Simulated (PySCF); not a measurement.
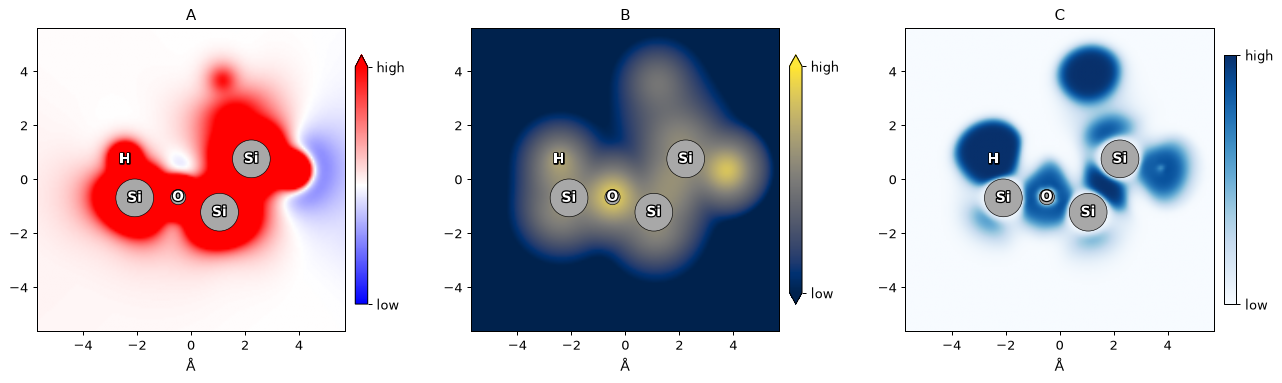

FH9OSi4: 3 fields on the plane of atoms Si2, Si4 and O5, with unlabelled colour scales. Grey discs cover the atomic cores.

Geometry: GFN2-xTB.

These are results of PySCF, PBE0/pcSseg-1, SCF density, gas phase, non-relativistic, not measurements.

> The panels show electron density, electron localisation function and electrostatic potential in some order. Assign them.

Panel A: electrostatic potential (strongly positive close to the atoms, with negative regions outside electron-rich atoms). Panel B: electron density. Panel C: electron localisation function. From the grid: Si–O (1.62 Å): the density is about 1.1 e/Å³ at the midpoint; the ELF peaks at about 0.85 between the atoms; a polar covalent bond. Si–Si (2.30 Å): the density is about 0.71 e/Å³ at the midpoint; the ELF peaks at about 1 between the atoms; a shared electron pair.
